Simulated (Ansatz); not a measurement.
**AlH3 (SMILES [H][Al]([H])[H]) at r2SCAN/6-31G(d) (spherical functions)**

What is the vertical electron affinity of AlH3 at r2SCAN/6-31G* (spherical functions)? 

The results are computed with Ansatz 0.2.0.

61 further runs of the same task are left out: 2 that didn't finish, 59 set aside as unsound or not needed.

**1. Starting point**

AlH3 has 4 atoms, charge 0, and is taken as a singlet. SMILES: `[H][Al]([H])[H]`. Geometry: a GFN2-xTB relaxation, a rough one for these elements and not checked as a minimum.

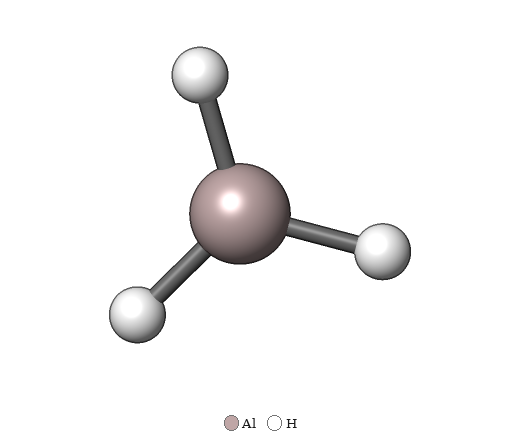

Viewed from a chosen angle; aluminium light grey, hydrogen white.

**2. A single-point energy at r2SCAN/6-31G(d) (spherical functions)**

File run.yaml:

```yaml
crystal:
  periodic: [false, false, false]
  atoms:
    - {symbol: Al, position_ang: [-0.000010, -0.000020, 0.000020]}
    - {symbol: H, position_ang: [1.552650, -0.030520, 0.014610]}
    - {symbol: H, position_ang: [-0.749810, 1.359840, -0.019120]}
    - {symbol: H, position_ang: [-0.802830, -1.329300, 0.004480]}
basis:
  gaussian:
    orbitals: 6-31G_st_-spherical.json
hamiltonian:
  xc: {name: r2SCAN}
accuracy: high
```

The basis set 6-31G* is read from a file made from the Basis Set Exchange's data (not shown).

Started as:

```bash
$ ansatz run run.yaml --threads 1 --pin off --max-ram 2610MiB --events-out events.jsonl --progress --plain --runs-dir runs
```

The log of the run:

```text
Warning: RAYON_NUM_THREADS=1 ignored (pool sized by the plan → 1); use --threads N
Functional definition: r2SCAN
  name "r2SCAN"
  parameter k0 = 0.174
  parameter k1 = 0.065
  parameter a1 = 4.9479
  exchange = r2scan_x(k0 = k0, k1 = k1, a1 = a1)
  correlation = r2scan_c
453 factors; integrals over basis functions are off by at most 3.6e-9 eV
mean field evaluation 1: about -6642.9237 eV, gradient 1.0e1 eV
mean field evaluation 2: about -6643.3272 eV, gradient 3.6e0 eV
mean field evaluation 4: about -6643.3782 eV, gradient 1.3e-2 eV
mean field evaluation 8: about -6643.3763 eV, gradient 5.9e-5 eV
mean field -6643.37628703 eV, -244.1395755062 hartree, gradient 3.6e-8 eV, S^2 0.000000; 0 other end points of the search recorded, 0 dependent functions left out
reference -6643.37628803 eV, -244.1395755430 hartree; 8, 8 occupied and 16, 16 virtual orbitals, 453 factors
Total energy: -6643.37628803 eV, -244.1395755430 hartree
```

It took 1.6 s on 1 thread of Arm Neoverse V2, shared host; peak memory 0.12 GiB.

**3. The doublet anion, same level**

File job.yaml:

```yaml
crystal:
  periodic: [false, false, false]
  atoms:
    - {symbol: Al, position_ang: [-0.000010, -0.000020, 0.000020]}
    - {symbol: H, position_ang: [1.552650, -0.030520, 0.014610]}
    - {symbol: H, position_ang: [-0.749810, 1.359840, -0.019120]}
    - {symbol: H, position_ang: [-0.802830, -1.329300, 0.004480]}
basis:
  gaussian:
    orbitals: 6-31G_st_-spherical.json
magnetization:
  spin_polarized: true
  initial_magnetization: 1
hamiltonian:
  xc: r2scan
total_charge: -1
accuracy: high
```

The basis set 6-31G* is read from a file made from the Basis Set Exchange's data (not shown).

Started as:

```bash
$ ansatz run job.yaml --threads 1 --pin off --max-ram 2610MiB --events-out events.jsonl --progress --plain --runs-dir runs
```

The log of the run, cut to the lines that bear on the results:

```text
Warning: RAYON_NUM_THREADS=1 ignored (pool sized by the plan → 1); use --threads N
[... 7 set-up lines as earlier in the session ...]
453 factors; integrals over basis functions are off by at most 3.6e-9 eV
mean field evaluation 1: about -6643.2589 eV, gradient 5.2e0 eV
mean field evaluation 2: about -6643.4624 eV, gradient 2.3e0 eV
mean field evaluation 4: about -6643.5081 eV, gradient 1.4e-1 eV
mean field evaluation 8: about -6643.5070 eV, gradient 2.7e-3 eV
mean field evaluation 16: about -6643.5070 eV, gradient 2.0e-7 eV
mean field -6643.50702315 eV, -244.1443799701 hartree, gradient 4.8e-8 eV, S^2 0.757676; 0 other end points of the search recorded, 0 dependent functions left out
reference -6643.50702802 eV, -244.1443801489 hartree; 9, 8 occupied and 15, 16 virtual orbitals, 453 factors
Total energy: -6643.50702802 eV, -244.1443801489 hartree
```

Run time: 3.3 s. Hardware: 1 thread of Arm Neoverse V2, shared host; peak memory 0.19 GiB.

**4. Outcome**

At r2SCAN/6-31G* (spherical functions):

| quantity | value |
| --- | --- |
| singlet AlH3: total energy | -244.13958 Eh |
| doublet anion: total energy | -244.14438 Eh |
| doublet anion: ⟨S²⟩ | 0.758 |
| vertical electron affinity (to the doublet anion) | 0.131 eV |

In words: At fixed nuclei the extra electron is bound by 0.13 eV (3.0 kcal/mol). The basis has no diffuse functions, so the error can be as large as this value.
